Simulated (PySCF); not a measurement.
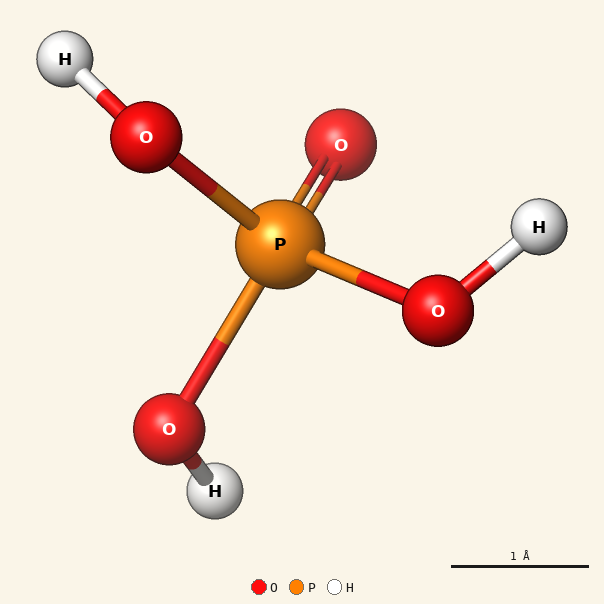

A ball-and-stick model of a molecule. Double and triple bonds are drawn as two and three sticks.

The computed structure is the end point of a PBE0-D3(BJ)/def2-SVP optimisation. No frequency run is at hand to confirm it as a minimum.

Identify the structure.

Formula H3O4P. SMILES: `O=P(O)(O)O`. It has no ring. Coordination: 1 P tetrahedral; 3 O bent.

More results for the same structure follow; atom numbers are the same in all pictures, views and colours differ.

**Levels of theory compared**

No frequency run is at hand to confirm it as a minimum. Program: PySCF 2.14.0.

Tabulate HOMO energy (eV), HOMO–LUMO gap (eV) at these levels: B97-2/pcSseg-1; KT3/pcSseg-1; PBE0/6-311+G(2d,p); PBE0/6-31G; PBE0/IGLO-III; PBE0/cc-pVDZ; PBE0/pcSseg-1; PBE0/pcSseg-2.

| level | HOMO energy (eV) | HOMO–LUMO gap (eV) |
| --- | --- | --- |
| B97-2/pcSseg-1 | −8.51 | 8.85 |
| KT3/pcSseg-1 | −7.16 | 6.38 |
| PBE0/6-311+G(2d,p) | −8.94 | 8.46 |
| PBE0/6-31G | −9.12 | 9.23 |
| PBE0/IGLO-III | −8.88 | 8.80 |
| PBE0/cc-pVDZ | −8.35 | 9.21 |
| PBE0/pcSseg-1 | −8.80 | 9.18 |
| PBE0/pcSseg-2 | −8.94 | 8.74 |

**NMR shielding**

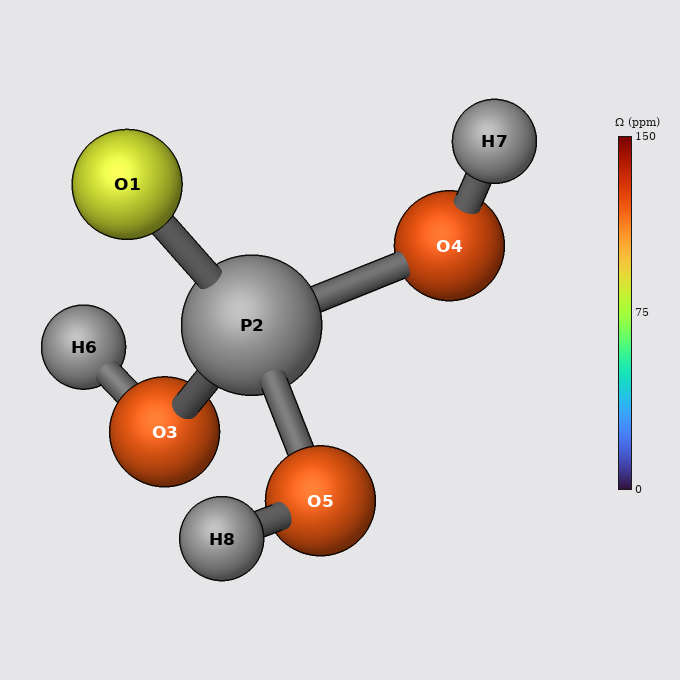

The O atoms are coloured by the span of their shielding tensor. No frequency run is at hand to confirm it as a minimum. Properties computed with GIAO PBE0/def2-TZVP NMR shielding, non-relativistic, gas phase (PySCF 2.14.0). Principal shieldings σ11 ≤ σ22 ≤ σ33, span Ω = σ33 − σ11, skew κ = 3(σiso − σ22)/Ω.

Give the shielding tensors of the O atoms.

| atom | σ11 | σ22 | σ33 | σiso | Ω | κ |
| --- | --- | --- | --- | --- | --- | --- |
| O1 | 143.3 | 144.4 | 230.5 | 172.7 | 87.2 | 0.98 |
| O3, O4 | 177.8 | 190.7 | 297.4 | 222.0 | 119.6 | 0.78 |
| O5 | 178.4 | 192.1 | 298.1 | 222.8 | 119.7 | 0.77 |

Shieldings and span in ppm.

**Dipole moment**

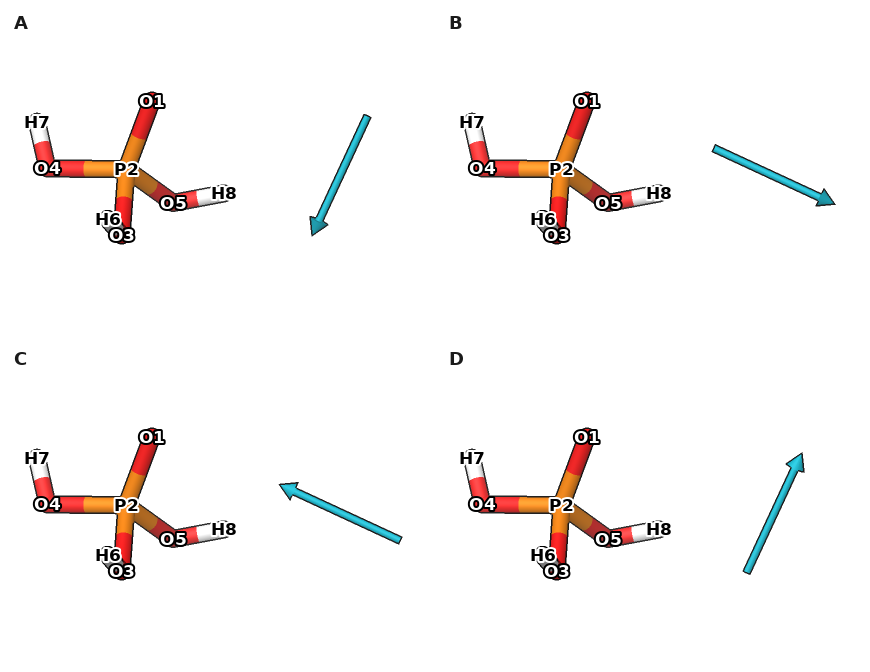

The same molecule four times, each with an arrow. No frequency run is at hand to confirm it as a minimum. Method: PBE0/6-311+G(2d,p), gas phase (PySCF 2.14.0).

**Which arrow points along the dipole moment, from the negative to the positive end?**

A. The dipole moment is 0.30 D; it points from the side of O1 to the side of O3 (the outermost atoms at the two ends).
